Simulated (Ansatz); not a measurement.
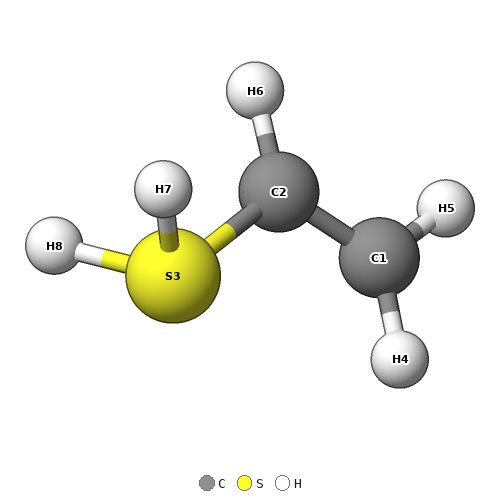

The system is C2H5S, SMILES C=C[SH2+], charge +1; the picture shows the reference structure. The first coordinate is: dihedral H4–C1–C2–S3; the second: dihedral C1–C2–S3–H7. Nothing is relaxed (all other coordinates rigid). The grid has 18 × 18 points. Points are written as (first, second). All energies are given in kcal/mol relative to the lowest grid point. The dihedral twists a double bond; near 90° a spin-restricted reference is unreliable. Level of theory: RKS PBE0-D4/def2-SVP (Ansatz 0.2.0).

Its coordinates:

```xyz
8

C    -0.7872    0.7750   -0.8227
C    -0.0467    0.3780    0.2096
S     0.6289   -1.2687    0.1519
H    -0.9981    0.1464   -1.6937
H    -1.2142    1.7832   -0.8117
H     0.1873    0.9731    1.0966
H     1.9315   -1.0427    0.4839
H     0.2985   -1.7442    1.3860
```

Range: dihedral H4–C1–C2–S3 from −180 to 160°; dihedral C1–C2–S3–H7 from −180 to 160°.

Question: Predict the map.

Answer: The lowest grid point is at (0°, 140°). There are further wells near (−180°, 140°) (0.48 kcal/mol above the lowest at that grid point); (−180°, −100°) (4.1 kcal/mol above the lowest at that grid point); (−180°, 0°) (4.1 kcal/mol above the lowest at that grid point). The highest grid point, (100°, −120°), lies 84 kcal/mol above the lowest. On the interpolated surface the easiest way out of the lowest well to its copy in the next cell or period passes a barrier of about 4.4 kcal/mol. Round the minimum the valley is somewhat tilted: raising dihedral H4–C1–C2–S3 shifts the best value of dihedral C1–C2–S3–H7 downwards (coupling k₁₂/√(k₁₁k₂₂) about 0.2).

```
dihedral C1–C2–S3–H7 ↓, dihedral H4–C1–C2–S3 →  −160  −120  −80  −40  0  40  80  120  160
                                           140     6    44   75   19  0  20  77   43    5
                                           100     6    43   78   21  1  19  74   46    7
                                            60     9    47   76   21  4  23  79   44    9
                                            20    10    50   74   20  4  25  84   43    8
                                           −20     9    46   76   22  4  23  78   45    9
                                           −60     9    45   77   23  4  22  76   46    9
                                          −100     8    43   82   24  4  21  75   49   10
                                          −140     8    43   82   25  4  21  74   49   10
                                          −180     8    46   76   20  2  22  77   44    7
```

The table holds every second grid line.

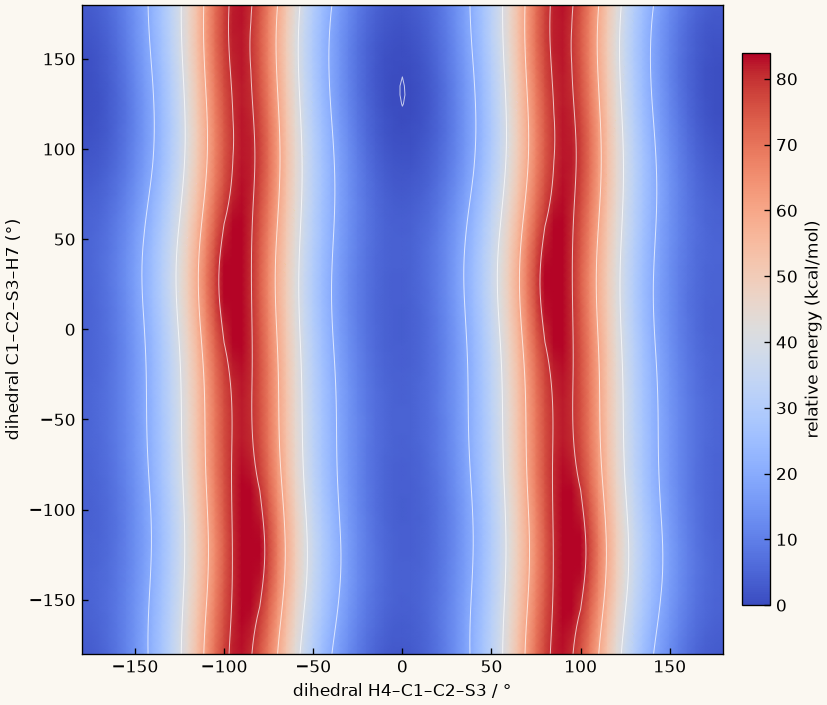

Drawn: a smooth colour map with a few white contour lines. Between grid points the surface is interpolated.

The whole map (324 points run) took 8.4 min on 1 thread of Arm Neoverse V2 (shared host).
